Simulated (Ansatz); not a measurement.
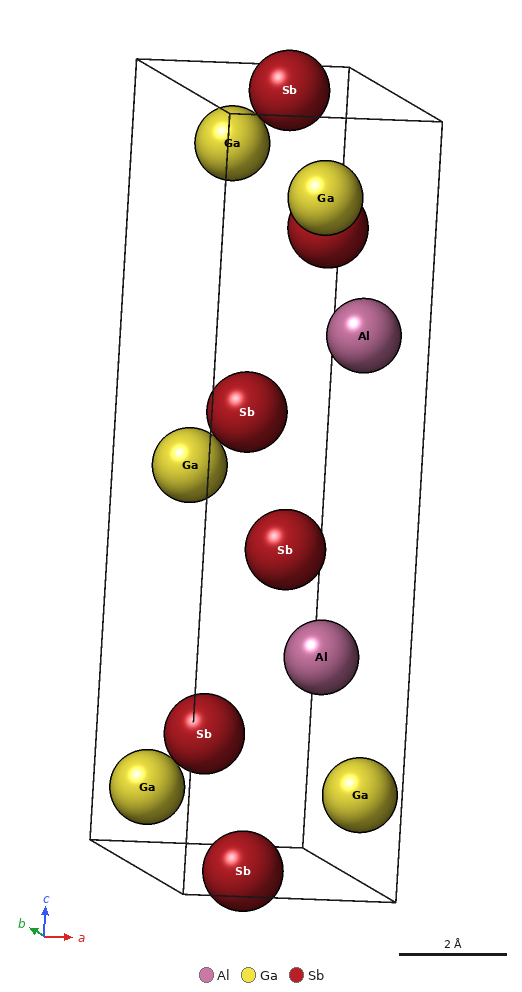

Shown here is a spheres-only view of the crystal, taken slightly off an axis. Lines trace the edges of the cell (the run's own, in a reduced setting).

```
CELL_PARAMETERS angstrom
0.00000 -4.39824 0.00000
4.39824 0.00000 0.00000
-2.19912 2.19912 15.54231
ATOMIC_POSITIONS crystal
Al 0.85005 0.35005 0.70009
Al 0.64995 0.14995 0.29991
Ga 0.25000 0.75000 0.50000
Ga 0.45017 0.95017 0.90034
Ga 0.04983 0.54983 0.09966
Sb 0.70001 0.70001 0.40002
Sb 0.29999 0.29999 0.59998
Sb 0.90012 0.90012 0.80025
Sb 0.50000 0.50000 0.00000
Sb 0.09988 0.09988 0.19975
```

Setup: DFT PBE, scalar-relativistic, plane waves, PAW in Ansatz 0.2.0; a basis cut at 420 eV, k-points about 0.17 Å⁻¹ apart, Gaussian smearing of 0.01 eV, no spin polarisation.

Q: What are the atomic charges by Bader's partition?

A: Al +1.62 e; Ga +0.34 e; Sb -0.98 to -0.32 e. The transfer is large, as in an ionic solid.

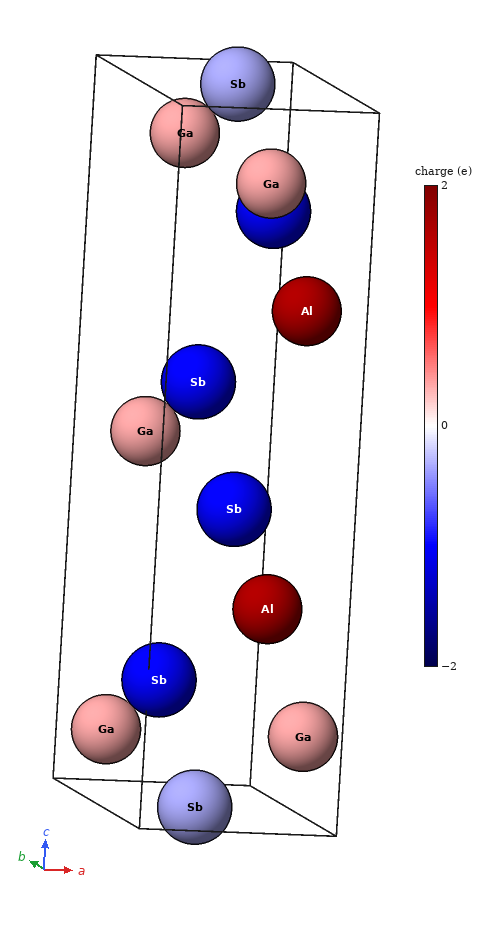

The atoms coloured by those charges.

Its origin is a structure type filled with these elements by a generator (whether the compound takes this form wasn't checked). Earlier steps of the study, as a rule a relaxation of our own, may have changed the cell and positions, so they can lie some per cent off the listed ones. It went into a calculation with Ansatz.
